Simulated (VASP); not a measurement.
Energy against volume of TiCo (CsCl type). Method: PBE GGA with D4 dispersion, VASP's PBE PAW potentials (set 64) (plane waves; VASP 6.6.1).

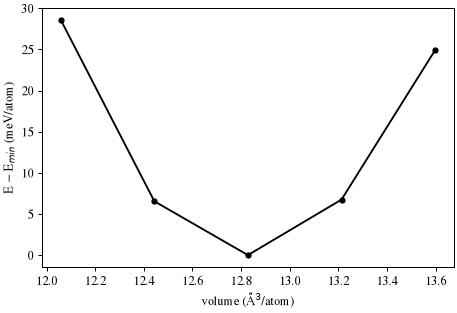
Energy against volume

Q: Estimate the equilibrium volume and the bulk modulus.

A: The minimum lies near 12.8 Å³/atom, and the curvature gives B0 of about 180 GPa.

Measured: bulk modulus 154 GPa (computed value off by +20.1 %), a 2.995 Å (computed value off by -1.6 %), as given by Yamada et al., (2019), arXiv:1910.09660. The calculation is for a static lattice, while the measured bulk modulus, a hold thermal and zero-point effects, which are part of the difference.

The compound is TiCo in the CsCl type structure. It was relaxed first. The run is not spin-polarised, so no magnetic state was tried.
